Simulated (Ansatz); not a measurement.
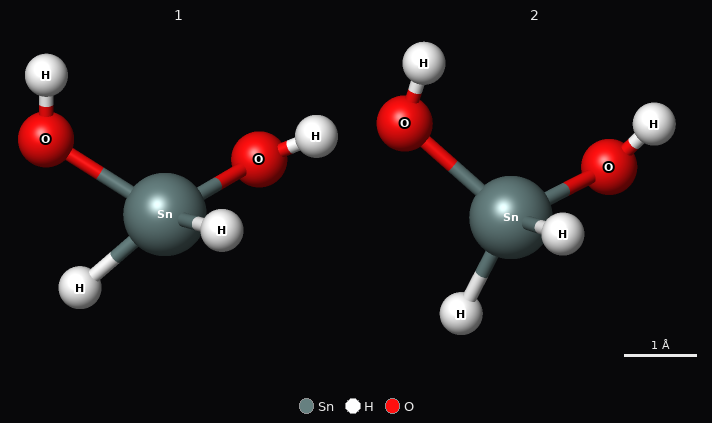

Two geometries of SnH$_{4}$O$_{2}$, drawn at one scale. One is the start of a relaxation, the other its converged end. Style: ball-and-stick. Shown from a free direction.

Computed with Ansatz, RKS PBE0-D4/def2-SVP. Settings: no spin polarisation; force threshold 0.03 eV/Å; at most 50 steps.

**Which of the two is the end point?**

Structure 2 is the relaxed one. The run prepares an end point of a later path (reaction) calculation, from a guessed geometry. The atom that moves furthest after the best rigid fit is an H atom (0.51 Å). Largest moves by element: H 0.51 Å, O 0.23 Å, Sn 0.15 Å. Near-neighbour distances that change, for instance: O–Sn 1.961 → 1.983 Å, H–Sn 1.711 → 1.697 Å, H–Sn 1.714 → 1.718 Å. Bond angles that change, for instance: H–Sn–O 75.6° → 104.5°, H–Sn–O 115.4° → 105.8°, H–Sn–H 127.0° → 118.5°. Over 6 geometry steps the energy falls by 11.1 kcal/mol. The largest force component goes from 1.2 to 0.01 eV/Å. The run took 38 s on 1 thread of Arm Neoverse N1, with other jobs on the host, peak memory 0.17 GiB.
